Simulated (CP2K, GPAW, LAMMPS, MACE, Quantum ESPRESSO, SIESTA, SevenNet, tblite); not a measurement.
# Which site? Al in place of Ga in Ga2O3 with crystalline order left by the classical run (65 atoms), by several methods

Aim: compare the energies of Al in place of Ga at unlike sites of Ga2O3 with crystalline order left by the classical run (65 atoms), with plane waves as the reference.

Results are calculated, not measured.

## 1. The structure

The cell holds 65 atoms (26 Ga and 39 O), with edges of 8.71, 8.71 and 8.71 Å. Recipe: 65 atoms (26 Fe, 39 O) placed at random at 4.44 g/cm³, melted at 5000 K for 10 ps at fixed volume with the Morse and Coulomb pair potential with partial charges (Pedone, Malavasi, Menziani, Cormack and Segre, J. Phys. Chem. B 110, 11780 (2006)). Quenched from 5000 K to 300 K at 100 K/ps and fixed volume, held 10 ps at zero pressure, then minimised at fixed cell. Then Fe was replaced by Ga and the cell scaled by 1.003 (the potential has no terms for the new elements, so the cell is a start for a DFT relaxation). Then the atoms were relaxed with MACE MPA-0 medium in the fixed cell.

## 2. The reference input

Quantum ESPRESSO 7.5: Kohn-Sham DFT, PBE, SSSP efficiency 1.3.0 pseudopotentials, plane waves. Its input, pw.in, for the unchanged cell:

```
&control
  calculation = 'scf'
  pseudo_dir = './pseudo'
  outdir = './tmp'
  disk_io = 'none'
  tprnfor = .true.
  tstress = .true.
/
&system
  ibrav = 0
  nat = 65
  ntyp = 2
  ecutwfc = 70
  ecutrho = 560
  nosym = .true.
  occupations = 'smearing'
  smearing = 'fd'
  degauss = 0.003675
/
&electrons
  conv_thr = 3.3e-07
  electron_maxstep = 100
  mixing_beta = 0.4
  mixing_mode = 'plain'
  diagonalization = 'david'
/
ATOMIC_SPECIES
Ga 69.723 Ga.upf
O 15.999 O.upf
CELL_PARAMETERS angstrom
8.71482 0.00000 0.00000
0.00000 8.71482 0.00000
0.00000 0.00000 8.71482
ATOMIC_POSITIONS crystal
Ga 0.20572 0.63466 0.02474
Ga 0.51281 0.22683 0.75337
Ga 0.65273 0.88374 0.85236
Ga 0.87134 0.85544 0.56483
[... 59 atom lines left out ...]
O 0.68879 0.14694 0.37331
O 0.30546 0.30273 0.81611
K_POINTS gamma
```

```console
$ OMP_NUM_THREADS=1 mpirun -np 4 pw.x -in pw.in > output.txt
```

It took 5 min on 4 MPI ranks of Arm Neoverse V1, shared host; peak memory 2.8 GiB.

It converged with an r.m.s. force component of 0.053 eV/Å and a pressure of 9.0 GPa.

## 3. The levels

The levels share the cells and solve them as single points, though not every level runs every cell. CPU time is summed over a level's finished runs, on a host shared with the other runs, so it is rough; the force column is the median over cells of the r.m.s. difference of force components from the reference.

```
                level                      basis or training data  k-points  runs finished  CPU time  peak memory (GiB)  force difference (meV/Å)
              QE, PBE     plane waves, SSSP efficiency, 70/560 Ry         Γ         6 of 6     2.2 h                2.8                 reference
CP2K double zeta, PBE  DZVP-MOLOPT-SR, GTH-PBE potentials, 800 Ry         Γ         5 of 5    38 min                4.8                        42
        GPAW dzp, PBE                 dzp orbitals, PAW, h 0.18 Å         Γ         5 of 5    20 min                1.5                       376
      SIESTA DZP, PBE    DZP orbitals, shift 0.01 Ry, mesh 500 Ry         Γ         5 of 5    44 min                2.1                       117
      tblite GFN1-xTB  tight binding with its own dispersion term         Γ         5 of 5      31 s               0.11                       276
    MACE MPA-0 medium          trained on PBE(+U) plane-wave data         -         6 of 6      61 s                1.1                        52
        SevenNet l3i5          trained on PBE(+U) plane-wave data         -         6 of 6      79 s                1.5                        46
```

The reference's own r.m.s. force component runs from 51 to 56 meV/Å over these cells. MACE MPA-0 medium relaxed the atoms, so in the cells that it relaxed its own forces are small, and its entry isn't an independent test there.

## 4. The sites

Each changed cell was relaxed with MACE MPA-0 medium before the single points. Neighbours are the site's nearest atoms before the change.

```csv
site,nearest atoms,their mean distance (Å),atoms within 6 Å,largest move on relaxing (Å),longest force left in the reference (eV/Å)
Ga23,O6,1.99,82,0.09,0.19
Ga4,O6,2.02,82,0.18,0.16
Ga19,O4,1.83,87,0.08,0.22
Ga16,O5,1.92,87,0.12,0.18
Ga3,O6,2.06,88,0.07,0.18
```

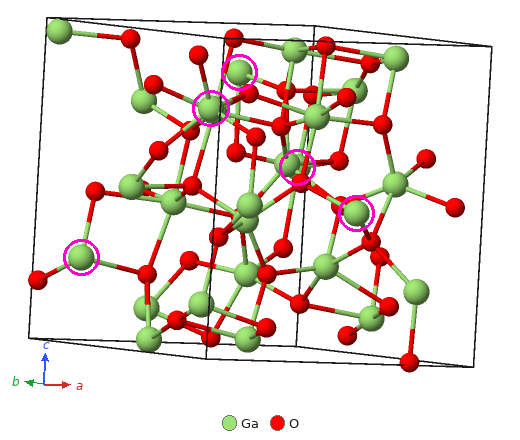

The unchanged cell with the tried sites ringed (gallium green, oxygen red). Some periodic images of atoms are drawn too.

## 5. Site energies

All changed cells hold the same atoms, so within one level their energies compare with no chemical potential. Energies in eV, less that of Ga23, the reference's cheapest site; the last column is the largest deviation from the reference once each row's mean is taken off.

```csv
level,Ga23,Ga4,Ga19,Ga16,Ga3,cheapest,largest deviation
"QE, PBE",0.00,0.10,0.14,0.15,0.43,Ga23,-
"CP2K double zeta, PBE",0.00,0.12,0.13,0.16,0.50,Ga23,0.05
"GPAW dzp, PBE",0.00,0.15,-0.08,0.06,0.58,Ga19,0.20
"SIESTA DZP, PBE",0.00,0.14,0.17,0.17,0.48,Ga23,0.03
tblite GFN1-xTB,0.00,-0.09,0.18,0.23,0.12,Ga4,0.24
MACE MPA-0 medium,0.00,0.12,0.12,0.17,0.41,Ga23,0.03
SevenNet l3i5,0.00,0.12,0.14,0.13,0.44,Ga23,0.02
```

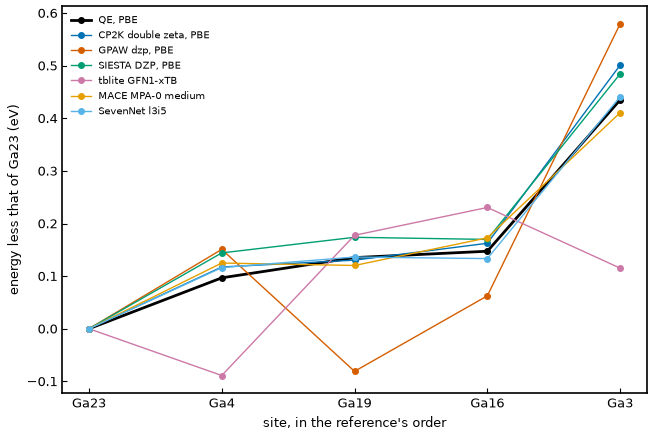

Site energies by level.

## 6. Outcome

In the reference the cheapest site is Ga23 (O6) and the dearest Ga3 (O6), 0.43 eV higher. 4 of the 6 other levels pick the same cheapest site; GPAW dzp, PBE picks Ga19 and tblite GFN1-xTB picks Ga4. The two cheapest sites lie only 0.097 eV apart in the reference, so their order is fragile.

SevenNet l3i5 follows the reference most closely (0.02 eV at worst) and tblite GFN1-xTB least (0.24 eV). The other programs at PBE deviate by 0.20 eV at most, the learned potentials by 0.02 to 0.03 eV. The reference's gap of 1.76 eV in the unchanged cell becomes 1.78 eV (Ga23), 1.71 eV (Ga4), 1.83 eV (Ga19), 1.90 eV (Ga16) and 1.79 eV (Ga3).

Caveats: The geometries are those of MACE MPA-0 medium; forces of up to 0.22 eV/Å remain in the reference, so relaxing in DFT would lower the energies, by amounts that can differ from site to site. For MACE MPA-0 medium alone these are relaxed energies. Defects interact with their periodic images. Only 5 of the 26 Ga sites are compared. Learned potentials don't solve for electrons, so the charge or spin state of a defect can't be set in them. The quench rate of 100 K/ps is many orders above laboratory rates, so the cell is likely richer in defects and strain than a real sample. The reference samples only Γ, in a cell whose shortest periodic width is 9 Å. The reference isn't exact: its cutoffs and mesh weren't converged further here. SIESTA's automatically made basis is far from complete, and its potentials were converted by us (checked for H, C, O, Si, Ge and Ca alone). GPAW's Ga setup keeps the 3d shell in the core. Spin–orbit coupling is left out. Where levels are smeared, the DFT runs use Fermi–Dirac occupations at 580 K (0.05 eV), and energies are free energies.

[Logs are printed without paths, hosts, clocks, repeated set-up lines and the standing remarks that a program may print on its own settings, such as how far it seeks lower states.]

[Hosts, paths, dates, database ids (printed as entryN), source tags and the programs' standing remarks are cut or masked in the printed files.]
